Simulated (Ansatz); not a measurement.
# C$_{9}$H$_{17}$HfNO$_{2}$ (SMILES CC[C]12[CH]3[CH]4[CH]5[CH]1[Hf]4532([NH2])([O]C)[O]C): what the fields show

Input

```
crystal:
  periodic: [false, false, false]
  atoms:
    - {symbol: C, position_ang: [-1.830363, -2.348057, 0.824033]}
    - {symbol: C, position_ang: [-2.494451, -0.987623, 0.679507]}
    - {symbol: C, position_ang: [-1.752739, -0.025339, -0.195263]}
    - {symbol: C, position_ang: [-1.077553, -0.320117, -1.399774]}
    - {symbol: C, position_ang: [-0.562761, 0.884234, -1.935582]}
    - {symbol: C, position_ang: [-0.926020, 1.935034, -1.067264]}
    - {symbol: C, position_ang: [-1.645445, 1.373439, 0.006584]}
    - {symbol: Hf, position_ang: [0.739343, 0.487769, 0.155298]}
    - {symbol: N, position_ang: [0.315205, 0.355147, 2.165543]}
    - {symbol: O, position_ang: [1.711282, -1.138441, -0.245173]}
    - {symbol: C, position_ang: [1.987414, -2.436572, -0.625961]}
    - {symbol: O, position_ang: [2.071456, 1.877656, -0.035050]}
    - {symbol: C, position_ang: [2.743761, 3.065595, -0.241135]}
    - {symbol: H, position_ang: [-2.430790, -3.007264, 1.454687]}
    - {symbol: H, position_ang: [-0.842290, -2.245726, 1.279051]}
    - {symbol: H, position_ang: [-1.710326, -2.840251, -0.143958]}
    - {symbol: H, position_ang: [-3.505468, -1.115835, 0.274014]}
    - {symbol: H, position_ang: [-2.625531, -0.536570, 1.667534]}
    - {symbol: H, position_ang: [-0.956675, -1.301224, -1.835695]}
    - {symbol: H, position_ang: [0.013556, 0.979189, -2.845120]}
    - {symbol: H, position_ang: [-0.666399, 2.976951, -1.185844]}
    - {symbol: H, position_ang: [-2.047030, 1.915366, 0.851293]}
    - {symbol: H, position_ang: [-0.558845, 0.487062, 2.648318]}
    - {symbol: H, position_ang: [1.035722, 0.175913, 2.852142]}
    - {symbol: H, position_ang: [1.275765, -2.794070, -1.382971]}
    - {symbol: H, position_ang: [2.995340, -2.511546, -1.051969]}
    - {symbol: H, position_ang: [1.932013, -3.118643, 0.231855]}
    - {symbol: H, position_ang: [2.884314, 3.606478, 0.703073]}
    - {symbol: H, position_ang: [3.734219, 2.882870, -0.675763]}
    - {symbol: H, position_ang: [2.193264, 3.724565, -0.926421]}
basis:
  gaussian: {orbitals: def2-TZVPP}
hamiltonian: {xc: pbe0, dispersion: d4}
output: {orbitals: {seedname: orbitals}}
```

Launched as:

```sh
ansatz run in.yaml --threads 11 --pin off --events-out ev --progress --plain --max-ram 110592MiB --backend cuda --devices 0, --max-vram 75GiB
```

Geometry: PBE0-D4/def2-TZVP; core potentials replace the inner electrons of Hf.

Method: RKS PBE0-D4/def2-TZVPP (Ansatz).

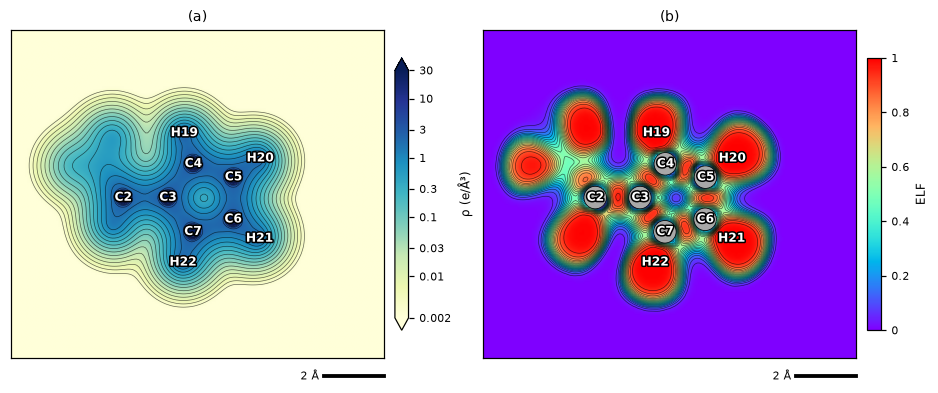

Figure 1. (a) electron density; (b) electron localisation function on the plane of atoms C4, C5 and C6. Grey discs cover the atomic cores in the ELF map.

> What does the map show?

Atoms in the plane: C and H. C–C (1.41 Å): ρ at the midpoint is about 2 e/Å³; the ELF peaks at about 0.95 between the atoms; a covalent bond. C–C (1.50 Å): the density is about 1.8 e/Å³ at the midpoint; the ELF peaks at about 0.95 between the atoms: a covalent bond.

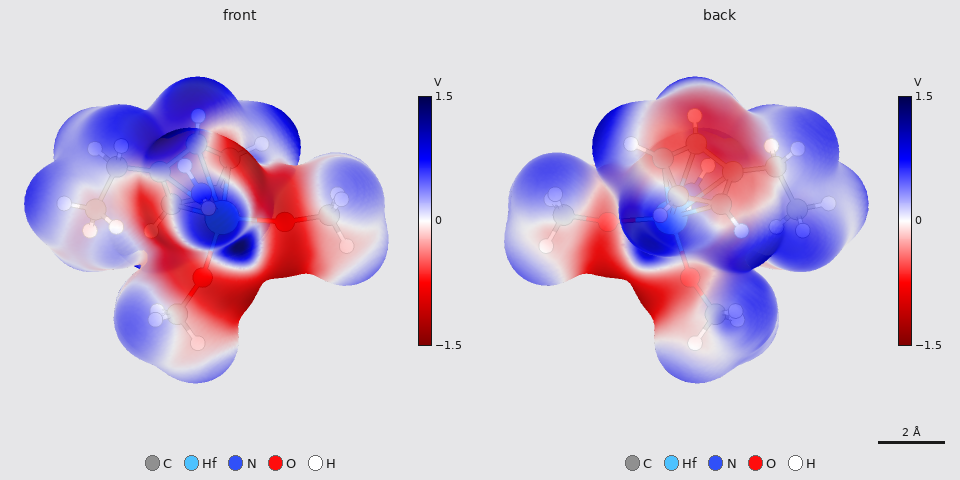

Figure 2. The electrostatic potential painted on the density surface at 0.002 e/bohr³, seen from the front and from behind; red is negative and blue positive.

> Which sites attract a positive test charge, and which a negative one?

A positive charge is drawn to the negative regions and a negative charge to the positive ones. The most negative region (about −1.3 V) lies over N9 and O10, the most positive (about +1.3 V) over Hf8 and H23.

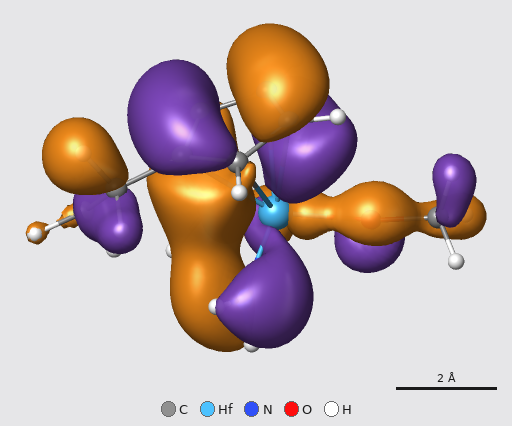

Figure 3. The HOMO−1 at ±0.06 Å⁻³ᐟ² (orange and purple are the two phases), seen from one side.

> Where does this orbital lie, and at what energy?

By Hirshfeld shares it lies mainly on C3 (about 15 %), C6 (about 15 %), N9 (about 10 %), Hf8 (about 10 %), C5 (about 10 %) and C4 (about 10 %). Its energy is −6.82 eV.
